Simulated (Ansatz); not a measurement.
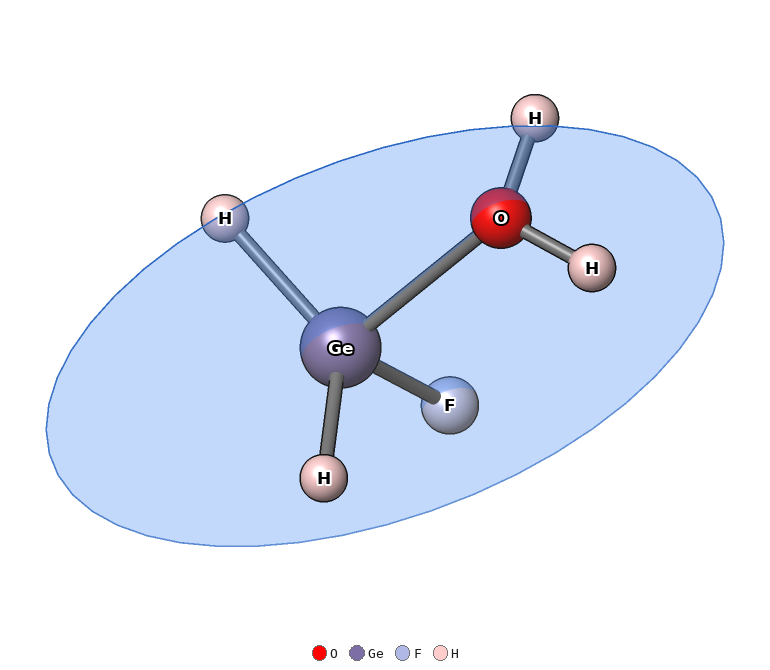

All proper rotation axes (lines) and mirror planes (discs) of the structure are drawn in. Distant atoms are faded towards the background colour. The species has charge +1 and is a spin singlet. Computed geometry: PBE-D4/def2-SVP optimisation. No frequency run is at hand to confirm it as a minimum.

**Name the symmetry elements and the point group.**

It has 1 mirror plane. Point group Cs. The group has 2 operations. The geometry is achiral, and symmetry allows a dipole moment.
